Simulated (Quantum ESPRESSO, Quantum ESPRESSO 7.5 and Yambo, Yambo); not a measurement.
**Quasiparticle gap of SiC (P6_3mc) in Yambo**

Wanted: ground state, empty states, screening and self-energy for SiC (P6_3mc).

Main program and level: Quantum ESPRESSO 7.5 and Yambo 5.3.0; PBE and many-body steps on it, plane waves.

**The experiments to reproduce.**

- Gap 3.33 eV: band gap at cryogenic temperature; bulk crystal (literature value) (quoted in “Silicon carbide diodes for neutron detection”, 2020, arxiv:2009.14696).

**1. The structure**

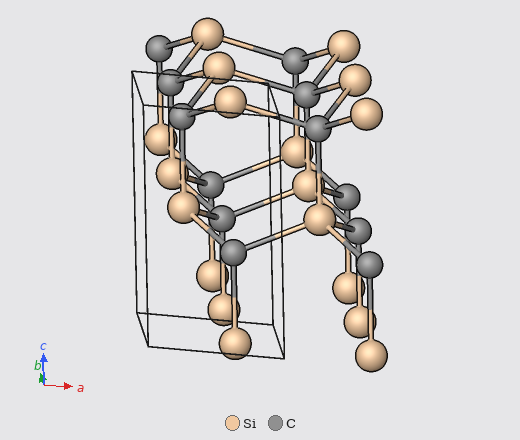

The cell as given, slightly off an axis (silicon light orange, carbon grey). 2×3×1 cells are drawn. Some periodic images of atoms are drawn too.

The cell and positions are those that the Materials Project relaxed with its own functionals (PBE, PBE+U or r2SCAN), kept fixed.

**2. Ground state**

This step: Quantum ESPRESSO 7.5; DFT, PBE, plane waves, norm-conserving pseudopotentials.

The ground-state density comes first.

pw.in reads:

```
&control
  calculation = 'scf'
  prefix = 'x'
  outdir = 'o'
  pseudo_dir = 'pseudo'
/
&system
  ibrav = 0
  nat = 4
  ntyp = 2
  ecutwfc = 74.0
  nbnd = 14
  force_symmorphic = .true.
/
&electrons
  conv_thr = 1e-10
  electron_maxstep = 80
  mixing_beta = 0.5
/
ATOMIC_SPECIES
  Si 28.085 Si.upf
  C 12.011 C.upf
CELL_PARAMETERS angstrom
  3.0735139282 0.0000000000 0.0000000000
  -1.5367569641 2.6617411407 0.0000000000
  0.0000000000 0.0000000000 5.0452477100
ATOMIC_POSITIONS crystal
  Si 0.3333333333 0.6666666667 0.4996024000
  Si 0.6666666667 0.3333333333 0.9996024000
  C 0.3333333333 0.6666666667 0.8753976000
  C 0.6666666667 0.3333333333 0.3753976000
K_POINTS automatic
  6 6 4 0 0 0
```

Started as:

```console
$ OMP_NUM_THREADS=1 mpirun -n 4 pw.x -nk 4 -in pw.in > pw.out
```

The log of the run:

```text
Program PWSCF v.7.5 starts

     This program is part of the open-source Quantum ESPRESSO suite
     for quantum simulation of materials; please cite
         "P. Giannozzi et al., J. Phys.:Condens. Matter 21 395502 (2009);
         "P. Giannozzi et al., J. Phys.:Condens. Matter 29 465901 (2017);
         "P. Giannozzi et al., J. Chem. Phys. 152 154105 (2020);
     in publications or presentations arising from this work. More details at
     Message from routine setup:
     using ibrav=0 with symmetry is DISCOURAGED, use correct ibrav instead

     G-vector sticks info

     bravais-lattice index     =            0
     lattice parameter (alat)  =       5.8081  a.u.
     unit-cell volume          =     278.5352 (a.u.)^3
     number of atoms/cell      =            4
     number of atomic types    =            2
     number of electrons       =        16.00
     number of Kohn-Sham states=           14
     kinetic-energy cutoff     =      74.0000  Ry
     charge density cutoff     =     296.0000  Ry
     scf convergence threshold =      1.0E-10
     mixing beta               =       0.5000
     number of iterations used =            8  plain     mixing
     Exchange-correlation= PBE
                           (   1   4   3   4   0   0   0)

     celldm(1)=   5.808100  celldm(2)=   0.000000  celldm(3)=   0.000000
     celldm(4)=   0.000000  celldm(5)=   0.000000  celldm(6)=   0.000000

     crystal axes: (cart. coord. in units of alat)
               a(1) = (   1.000000   0.000000   0.000000 )
               a(2) = (  -0.500000   0.866025   0.000000 )
               a(3) = (   0.000000   0.000000   1.641524 )

     reciprocal axes: (cart. coord. in units 2 pi/alat)
               b(1) = (  1.000000  0.577350 -0.000000 )
               b(2) = (  0.000000  1.154701  0.000000 )
               b(3) = (  0.000000 -0.000000  0.609190 )
     Pseudo is Norm-conserving + core correction, Zval =  4.0
     Generated using ONCVPSP code by D. R. Hamann
     Using radial grid of 1510 points,  6 beta functions with:
     Pseudo is Norm-conserving + core correction, Zval =  4.0
     Generated using ONCVPSP code by D. R. Hamann
     Using radial grid of 1248 points,  4 beta functions with:
     Si                4.00    28.08500     Si( 1.00)
     C                 4.00    12.01100     C ( 1.00)

      6 Sym. Ops. (no inversion) found

   Cartesian axes

     site n.     atom                  positions (alat units)
         1        Si     tau(   1) = (  -0.0000000   0.5773503   0.8201095  )
         2        Si     tau(   2) = (   0.5000000   0.2886751   1.6408716  )
         3        C      tau(   3) = (  -0.0000000   0.5773503   1.4369864  )
         4        C      tau(   4) = (   0.5000000   0.2886751   0.6162243  )

     number of k points=    24
                       cart. coord. in units 2pi/alat
        k(    1) = (   0.0000000   0.0000000   0.0000000), wk =   0.0138889
        k(    2) = (   0.0000000   0.0000000   0.1522975), wk =   0.0277778
        k(    3) = (   0.0000000   0.0000000  -0.3045949), wk =   0.0138889
        k(    4) = (   0.0000000   0.1924501   0.0000000), wk =   0.0833333
        k(    5) = (   0.0000000   0.1924501   0.1522975), wk =   0.0833333
        k(    6) = (   0.0000000   0.1924501  -0.3045949), wk =   0.0833333
        k(    7) = (   0.0000000   0.3849002   0.0000000), wk =   0.0833333
        k(    8) = (   0.0000000   0.3849002   0.1522975), wk =   0.0833333
        k(    9) = (   0.0000000   0.3849002  -0.3045949), wk =   0.0833333
        k(   10) = (   0.0000000  -0.5773503   0.0000000), wk =   0.0416667
     [... 12 further rows ...]
        k(   23) = (   0.0000000  -0.3849002   0.1522975), wk =   0.0833333
        k(   24) = (  -0.1666667  -0.4811252   0.1522975), wk =   0.1666667

     Dense  grid:    23897 G-vectors     FFT dimensions: (  32,  32,  54)

     Initial potential from superposition of free atoms

     starting charge      15.9987, renormalised to      16.0000
     Starting wfcs are   16 randomized atomic wfcs

     per-process dynamical memory:    22.7 Mb

     Self-consistent Calculation

     iteration #  1     ecut=    74.00 Ry     beta= 0.50

     total energy              =     -40.86332991 Ry
     estimated scf accuracy    <       0.87900718 Ry

     iteration #  2     ecut=    74.00 Ry     beta= 0.50

     total energy              =     -41.07382222 Ry
     estimated scf accuracy    <       0.04103013 Ry

     iteration #  3     ecut=    74.00 Ry     beta= 0.50

     total energy              =     -41.07693967 Ry
     estimated scf accuracy    <       0.00696220 Ry

     iteration #  4     ecut=    74.00 Ry     beta= 0.50

     total energy              =     -41.07735316 Ry
     estimated scf accuracy    <       0.00172967 Ry

     iteration #  5     ecut=    74.00 Ry     beta= 0.50

     total energy              =     -41.07779233 Ry
     estimated scf accuracy    <       0.00009556 Ry

     iteration #  6     ecut=    74.00 Ry     beta= 0.50

     total energy              =     -41.07781315 Ry
     estimated scf accuracy    <       0.00000025 Ry

     iteration #  7     ecut=    74.00 Ry     beta= 0.50

     total energy              =     -41.07781359 Ry
     estimated scf accuracy    <       0.00000083 Ry

     iteration #  8     ecut=    74.00 Ry     beta= 0.50

     total energy              =     -41.07781365 Ry
     estimated scf accuracy    <       0.00000006 Ry

     iteration #  9     ecut=    74.00 Ry     beta= 0.50

     total energy              =     -41.07781367 Ry
     estimated scf accuracy    <          4.3E-10 Ry

     iteration # 10     ecut=    74.00 Ry     beta= 0.50

     total energy              =     -41.07781367 Ry
     estimated scf accuracy    <          7.7E-10 Ry

     iteration # 11     ecut=    74.00 Ry     beta= 0.50

     total energy              =     -41.07781367 Ry
     estimated scf accuracy    <          1.2E-10 Ry

     iteration # 12     ecut=    74.00 Ry     beta= 0.50

     End of self-consistent calculation

          k = 0.0000 0.0000 0.0000 (  2973 PWs)   bands (ev):

    -5.9142  -2.3411   0.9590   8.3610   8.3610   9.5663   9.6798   9.6798
    14.5003  15.8995  16.3620  16.3620  17.4420  18.6499

          k = 0.0000 0.0000 0.1523 (  2948 PWs)   bands (ev):

    -5.6095  -3.3614   2.4730   8.0620   8.5291   8.5291   9.4580   9.4580
    14.7823  16.4832  16.4832  16.7207  17.0130  18.0226

          k = 0.0000 0.0000-0.3046 (  2978 PWs)   bands (ev):

    -4.7179  -4.7179   5.2282   5.2282   8.9667   8.9667   8.9667   8.9667
    15.5923  15.5923  17.0455  17.0455  17.0455  17.0455

          k = 0.0000 0.1925 0.0000 (  2974 PWs)   bands (ev):

     [... further k-points ...]

     highest occupied, lowest unoccupied level (ev):     9.6798   11.9551

!    total energy              =     -41.07781367 Ry
     estimated scf accuracy    <          1.8E-11 Ry

     The total energy is the sum of the following terms:
     one-electron contribution =      11.15667180 Ry
     hartree contribution      =       4.73450404 Ry
     xc contribution           =     -15.13020564 Ry
     ewald contribution        =     -41.83878387 Ry

     convergence has been achieved in  12 iterations

     XML data file, charge density, pseudopotentials, collected wavefunctions

=------------------------------------------------------------------------------=
   JOB DONE.
=------------------------------------------------------------------------------=
```

Wall time 5.4 s (4 MPI ranks of Arm Neoverse V1, shared host); peak memory 0.23 GiB.

This step gave:

- total energy: -558.8921 eV
- gap: 2.275 eV
- k of the valence top: 0, 0, 0
- k of the conduction bottom: 0.3333, 0.3333, 0
- least direct gap: 3.985 eV

The gap is indirect, with the least direct gap 1.71 eV higher.

**3. Bands along the symmetry lines**

Levels along a band path, at the cheap level, show where the edges lie and whether the meshes to come will hold them.

pw.in reads:

```
&control
  calculation = 'bands'
  prefix = 'x'
  outdir = 'o'
  pseudo_dir = 'pseudo'
/
&system
  ibrav = 0
  nat = 4
  ntyp = 2
  ecutwfc = 74.0
  nbnd = 14
  force_symmorphic = .true.
/
&electrons
  conv_thr = 1e-9
  electron_maxstep = 80
  diago_full_acc = .true.
  diago_thr_init = 5e-6
/
ATOMIC_SPECIES
  Si 28.085 Si.upf
  C 12.011 C.upf
CELL_PARAMETERS angstrom
  3.0735139282 0.0000000000 0.0000000000
  -1.5367569641 2.6617411407 0.0000000000
  0.0000000000 0.0000000000 5.0452477100
ATOMIC_POSITIONS crystal
  Si 0.3333333333 0.6666666667 0.4996024000
  Si 0.6666666667 0.3333333333 0.9996024000
  C 0.3333333333 0.6666666667 0.8753976000
  C 0.6666666667 0.3333333333 0.3753976000
K_POINTS crystal
  75
  0.00000000 0.00000000 0.00000000 1
  0.06250000 0.00000000 0.00000000 1
  0.12500000 0.00000000 0.00000000 1
  0.18750000 0.00000000 0.00000000 1
  0.25000000 0.00000000 0.00000000 1
  0.31250000 0.00000000 0.00000000 1
  0.37500000 0.00000000 0.00000000 1
  0.43750000 0.00000000 0.00000000 1
  0.50000000 0.00000000 0.00000000 1
  0.47916667 0.04166667 0.00000000 1
  0.45833333 0.08333333 0.00000000 1
  0.43750000 0.12500000 0.00000000 1
  0.41666666 0.16666666 0.00000000 1
  0.39583333 0.20833333 0.00000000 1
  0.37500000 0.25000000 0.00000000 1
  0.35416666 0.29166666 0.00000000 1
  0.33333333 0.33333333 0.00000000 1
  0.29166666 0.29166666 0.00000000 1
  0.25000000 0.25000000 0.00000000 1
  0.20833333 0.20833333 0.00000000 1
  0.16666666 0.16666666 0.00000000 1
  0.12500000 0.12500000 0.00000000 1
  0.08333333 0.08333333 0.00000000 1
  0.04166667 0.04166667 0.00000000 1
  0.00000000 0.00000000 0.00000000 1
  0.00000000 0.00000000 0.06250000 1
  0.00000000 0.00000000 0.12500000 1
  0.00000000 0.00000000 0.18750000 1
  0.00000000 0.00000000 0.25000000 1
  0.00000000 0.00000000 0.31250000 1
  0.00000000 0.00000000 0.37500000 1
  0.00000000 0.00000000 0.43750000 1
  0.00000000 0.00000000 0.50000000 1
  0.06250000 0.00000000 0.50000000 1
  0.12500000 0.00000000 0.50000000 1
  0.18750000 0.00000000 0.50000000 1
  0.25000000 0.00000000 0.50000000 1
  0.31250000 0.00000000 0.50000000 1
  0.37500000 0.00000000 0.50000000 1
  0.43750000 0.00000000 0.50000000 1
  0.50000000 0.00000000 0.50000000 1
  0.47916667 0.04166667 0.50000000 1
  0.45833333 0.08333333 0.50000000 1
  0.43750000 0.12500000 0.50000000 1
  0.41666666 0.16666666 0.50000000 1
  0.39583333 0.20833333 0.50000000 1
  0.37500000 0.25000000 0.50000000 1
  0.35416666 0.29166666 0.50000000 1
  0.33333333 0.33333333 0.50000000 1
  0.29166666 0.29166666 0.50000000 1
  0.25000000 0.25000000 0.50000000 1
  0.20833333 0.20833333 0.50000000 1
  0.16666666 0.16666666 0.50000000 1
  0.12500000 0.12500000 0.50000000 1
  0.08333333 0.08333333 0.50000000 1
  0.04166667 0.04166667 0.50000000 1
  0.00000000 0.00000000 0.50000000 1
  0.50000000 0.00000000 0.50000000 1
  0.50000000 0.00000000 0.43750000 1
  0.50000000 0.00000000 0.37500000 1
  0.50000000 0.00000000 0.31250000 1
  0.50000000 0.00000000 0.25000000 1
  0.50000000 0.00000000 0.18750000 1
  0.50000000 0.00000000 0.12500000 1
  0.50000000 0.00000000 0.06250000 1
  0.50000000 -0.00000000 0.00000000 1
  0.33333333 0.33333333 0.50000000 1
  0.33333333 0.33333333 0.43750000 1
  0.33333333 0.33333333 0.37500000 1
  0.33333333 0.33333333 0.31250000 1
  0.33333333 0.33333333 0.25000000 1
  0.33333333 0.33333333 0.18750000 1
  0.33333333 0.33333333 0.12500000 1
  0.33333333 0.33333333 0.06250000 1
  0.33333333 0.33333333 0.00000000 1
```

The log of the run:

```text
[banner, memory and clock lines left out]
Program PWSCF v.7.5 starts

     Atomic positions and unit cell read from directory:
     o/x.save/

     Message from routine setup:
     using ibrav=0 with symmetry is DISCOURAGED, use correct ibrav instead

     G-vector sticks info

     bravais-lattice index     =            0
     lattice parameter (alat)  =       5.8081  a.u.
     unit-cell volume          =     278.5352 (a.u.)^3
     number of atoms/cell      =            4
     number of atomic types    =            2
     number of electrons       =        16.00
     number of Kohn-Sham states=           14
     kinetic-energy cutoff     =      74.0000  Ry
     charge density cutoff     =     296.0000  Ry
     Exchange-correlation= PBE
                           (   1   4   3   4   0   0   0)

     celldm(1)=   5.808100  celldm(2)=   0.000000  celldm(3)=   0.000000
     celldm(4)=   0.000000  celldm(5)=   0.000000  celldm(6)=   0.000000

     crystal axes: (cart. coord. in units of alat)
               a(1) = (   1.000000   0.000000   0.000000 )
               a(2) = (  -0.500000   0.866025   0.000000 )
               a(3) = (   0.000000   0.000000   1.641524 )

     reciprocal axes: (cart. coord. in units 2 pi/alat)
               b(1) = (  1.000000  0.577350 -0.000000 )
               b(2) = (  0.000000  1.154701  0.000000 )
               b(3) = (  0.000000 -0.000000  0.609190 )
     Pseudo is Norm-conserving + core correction, Zval =  4.0
     Generated using ONCVPSP code by D. R. Hamann
     Using radial grid of 1510 points,  6 beta functions with:
     Pseudo is Norm-conserving + core correction, Zval =  4.0
     Generated using ONCVPSP code by D. R. Hamann
     Using radial grid of 1248 points,  4 beta functions with:
     Si                4.00    28.08500     Si( 1.00)
     C                 4.00    12.01100     C ( 1.00)

      6 Sym. Ops. (no inversion) found

   Cartesian axes

     site n.     atom                  positions (alat units)
         1        Si     tau(   1) = (  -0.0000000   0.5773503   0.8201095  )
         2        Si     tau(   2) = (   0.5000000   0.2886751   1.6408716  )
         3        C      tau(   3) = (  -0.0000000   0.5773503   1.4369864  )
         4        C      tau(   4) = (   0.5000000   0.2886751   0.6162243  )

     number of k points=    75
                       cart. coord. in units 2pi/alat
        k(    1) = (   0.0000000   0.0000000   0.0000000), wk =   0.0266667
        k(    2) = (   0.0625000   0.0360844   0.0000000), wk =   0.0266667
        k(    3) = (   0.1250000   0.0721688   0.0000000), wk =   0.0266667
[...]
[... 63 further rows ...]
        k(   74) = (   0.3333333   0.5773503   0.0380744), wk =   0.0266667
        k(   75) = (   0.3333333   0.5773503   0.0000000), wk =   0.0266667

     Dense  grid:    23897 G-vectors     FFT dimensions: (  32,  32,  54)

     The potential is recalculated from file :
     o/x.save/charge-density

     Starting wfcs are   16 randomized atomic wfcs

     Band Structure Calculation

     End of band structure calculation

          k = 0.0000 0.0000 0.0000 (  2973 PWs)   bands (ev):

    -5.9143  -2.3411   0.9590   8.3610   8.3610   9.5663   9.6798   9.6798
    14.5004  15.8995  16.3620  16.3620  17.4420  18.6499

          k = 0.0625 0.0361 0.0000 (  2985 PWs)   bands (ev):

    -5.8463  -2.2830   1.0219   7.9571   8.2373   9.4067   9.5295   9.6437
    14.7741  15.9005  16.3348  16.5064  17.5747  18.4675

          k = 0.1250 0.0722 0.0000 (  2966 PWs)   bands (ev):

    -5.6434  -2.1112   1.2079   6.9791   7.9267   8.7148   9.3752   9.5215
    14.9041  16.0929  16.5739  16.8767  17.3929  18.4935

[...]
k = 0.3333 0.5774 0.0381 (  2994 PWs)   bands (ev):

    -1.3982  -1.3982   2.9420   3.3197   3.3197   5.7422   5.7422   5.7864
    12.0419  17.8468  18.2195  18.2195  19.5121  19.5121

          k = 0.3333 0.5774 0.0000 (  3000 PWs)   bands (ev):

    -1.4077  -1.4077   2.9241   3.4113   3.4113   5.6266   5.6266   5.8382
    11.9551  17.8618  18.5453  18.5453  19.3526  19.3526

     XML data file, pseudopotentials, collected wavefunctions
```

Wall time 5 s (4 MPI ranks); peak memory 0.21 GiB; 20 s of CPU time.

This step gave:

| Quantity | Value |
| --- | --- |
| gap | 2.275 eV |
| k of the valence top | 0, 0, 0 |
| k of the conduction bottom | 0.3333, 0.3333, 0 |
| least direct gap | 3.985 eV |

The gap is 2.275 eV, as in the run before at this level.

The electronic bands at the labelled points (eV, zero at the top of the highest filled band; v1 is the highest filled band, c1 the lowest empty one):

| point | v4 | v3 | v2 | v1 | c1 | c2 | c3 | c4 |
| --- | --- | --- | --- | --- | --- | --- | --- | --- |
| Γ | -1.32 | -0.11 | 0.00 | 0.00 | 4.82 | 6.22 | 6.68 | 6.68 |
| M | -5.45 | -3.33 | -3.30 | -1.20 | 2.79 | 4.23 | 6.90 | 7.14 |
| K | -6.27 | -4.05 | -4.05 | -3.84 | 2.28 | 8.18 | 8.87 | 8.87 |
| Γ | -1.32 | -0.11 | 0.00 | 0.00 | 4.82 | 6.22 | 6.68 | 6.68 |
| A | -0.71 | -0.71 | -0.71 | -0.71 | 5.91 | 5.91 | 7.37 | 7.37 |
| L | -2.45 | -2.45 | -2.34 | -2.34 | 3.29 | 3.29 | 5.27 | 5.27 |
| H | -5.66 | -5.66 | -1.74 | -1.74 | 5.08 | 5.08 | 6.03 | 6.03 |
| A | -0.71 | -0.71 | -0.71 | -0.71 | 5.91 | 5.91 | 7.37 | 7.37 |
| jump to L | -2.45 | -2.45 | -2.34 | -2.34 | 3.29 | 3.29 | 5.27 | 5.27 |
| M | -5.45 | -3.33 | -3.30 | -1.20 | 2.79 | 4.23 | 6.90 | 7.14 |
| jump to H | -5.66 | -5.66 | -1.74 | -1.74 | 5.08 | 5.08 | 6.03 | 6.03 |
| K | -6.27 | -4.05 | -4.05 | -3.84 | 2.28 | 8.18 | 8.87 | 8.87 |

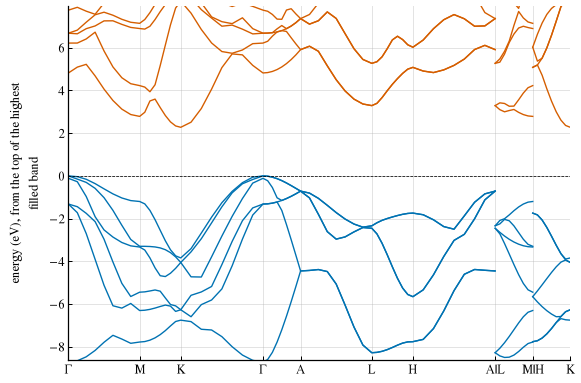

Electronic bands along the path; lines of filled and empty bands in two colours.

[end of part 1 of 3]

[Paths, hosts, dates, memory and timing lines, banners, echoed tables and standing remarks are left out of the program output.]

[Logs are printed without paths, hosts, clocks, repeated set-up lines and the standing remarks that a program may print on its own settings, such as how far it seeks lower states.]

[Runs of the session that timed out or met a known fault of the program may be left out.]

[Hosts, paths, dates, database ids (printed as entryN), source tags and the programs' standing remarks are cut or masked in the printed files.]
